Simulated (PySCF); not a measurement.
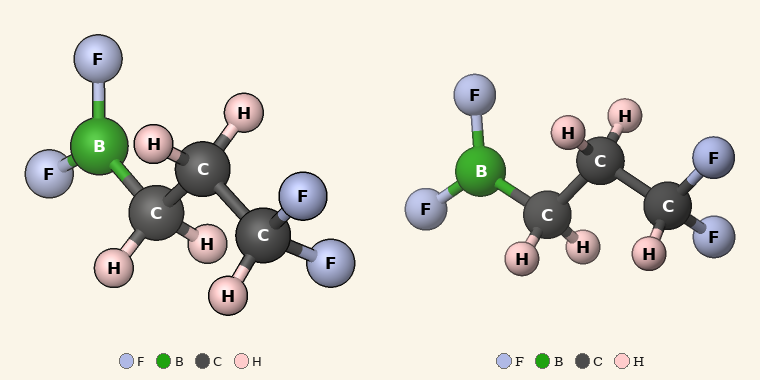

The same structure drawn twice, from different directions.

The geometry was computed by an optimisation with GFN2-xTB. No frequency run is at hand to confirm it as a minimum.

Which formula does it have?

C3H5BF4, 13 atoms: 3 carbon, 5 hydrogen, 1 boron and 4 fluorine.

Describe its rings.

It has no ring.

Write the SMILES.

FB(F)CCC(F)F

More results for the same structure follow; atom numbers are the same in all pictures, views and colours differ.

Geometry

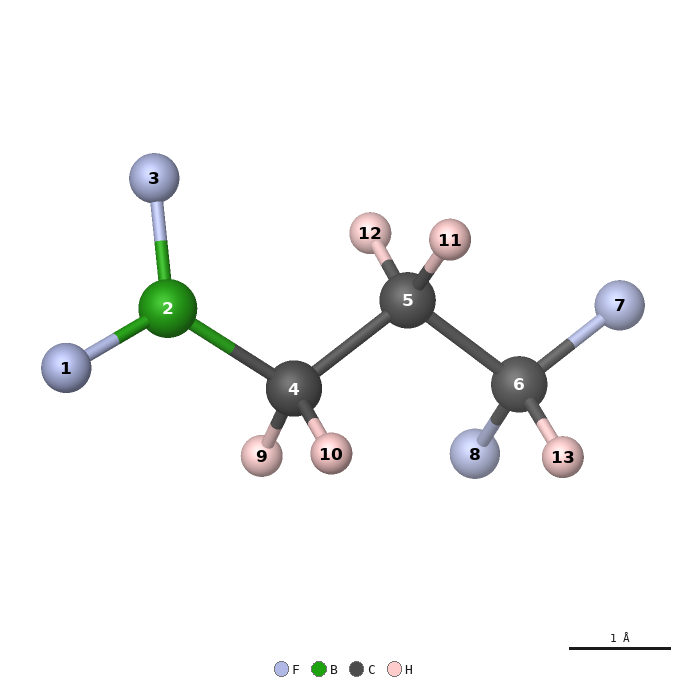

The atoms are numbered. No frequency run is at hand to confirm it as a minimum.

What are the angles F1–B2–C4, B2–C4–H9, B2–C4–H10, C4–C5–C6, C4–C5–H11, C4–C5–H12, C5–C4–H9, C5–C4–H10, C5–C6–F7, C6–C5–H11, C6–C5–H12, F8–C6–H13?

| angle | degrees |
| --- | --- |
| F1–B2–C4 | 122.2 |
| B2–C4–H9 | 108.4 |
| B2–C4–H10 | 109.7 |
| C4–C5–C6 | 111.2 |
| C4–C5–H11 | 110.9 |
| C4–C5–H12 | 110.2 |
| C5–C4–H9 | 108.7 |
| C5–C4–H10 | 109.8 |
| C5–C6–F7 | 110.7 |
| C6–C5–H11 | 108.1 |
| C6–C5–H12 | 108.1 |
| F8–C6–H13 | 107.4 |

Spin–spin coupling

No frequency run is at hand to confirm it as a minimum. Level of theory: B3LYP/pcJ-1 indirect spin-spin coupling, non-relativistic, gas phase (PySCF 2.14.0). Isotopes: 11B, 13C, 19F, 1H.

Give the spin–spin coupling constants of these pairs, with the number of bonds between them: F1/C4, C5/F7, B2/H11, C4/F8.

```csv
pair,bonds apart,J (Hz)
"F1, C4",2,30.9
"C5, F7",2,20.0
"B2, H11",3,1.8
"C4, F8",3,0.7
```

Density functionals are unreliable for couplings to fluorine, so those rows may be far off.

Electronic properties

No frequency run is at hand to confirm it as a minimum. Level of theory: B3LYP/pcJ-1, gas phase (PySCF 2.14.0).

Computed properties:

- dipole moment: 1.59 D
- HOMO energy (Kohn–Sham orbital): −9.24 eV
- LUMO energy (Kohn–Sham orbital): −0.21 eV
- HOMO–LUMO gap: 9.03 eV

Quadrupole coupling

No frequency run is at hand to confirm it as a minimum. Electric field gradients from the ground-state density, B3LYP/pcJ-1 (PySCF 2.14.0), non-relativistic apart from any core potentials.

Give the largest field-gradient component, the quadrupole coupling constant and the asymmetry for 11B at B2 (Q = 40.59 mb), 2H at H9 (Q = 2.86 mb), 2H at H10 (Q = 2.86 mb), 2H at H11 (Q = 2.86 mb), 2H at H12 (Q = 2.86 mb).

```tsv
atom	V_zz (a.u.)	e²qQ/h (MHz)	η
B2	0.348	3.32	0.69
H9	0.288	0.194	0.03
H10	0.294	0.198	0.04
H11	0.291	0.196	0.04
H12	0.288	0.194	0.04
```

The geometry is semi-empirical. Around B such bond lengths and angles can be off by a tenth of an ångström or more and by several degrees, and values that hang on the shape move with them.
